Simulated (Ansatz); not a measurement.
The starting structures come from a database of crystals and need not be the phases stable at ambient conditions.

 Where the default PAW files enter, the runs use the earlier of Ansatz's two default sets.

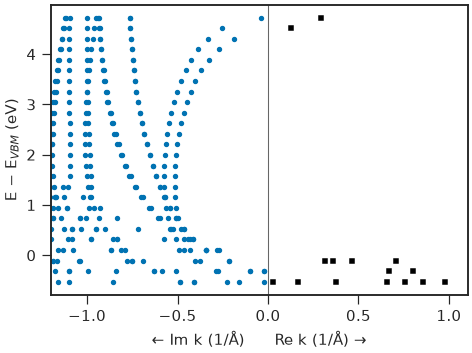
Figure. Complex bands at the centre of the two-dimensional zone; r2SCAN (Ansatz, a program for electronic structure)

The gap is the functional's own, uncorrected, and κ follows it; spin-orbit coupling is left out. Mid-gap values are interpolated between the computed energies.

Task: This is CaPbF6 (Fm-3m, not sure to be the ambient phase, 8 atoms a cell, 20.1 Å³ an atom) along the normal of (110). Read off the slowest decay at the centre of the two-dimensional zone at 2.21 eV, the computed energy nearest the middle of the gap.

Result: κ ≈ 0.50 1/Å, a decay length 1/(2κ) of the density of 1.00 Å.
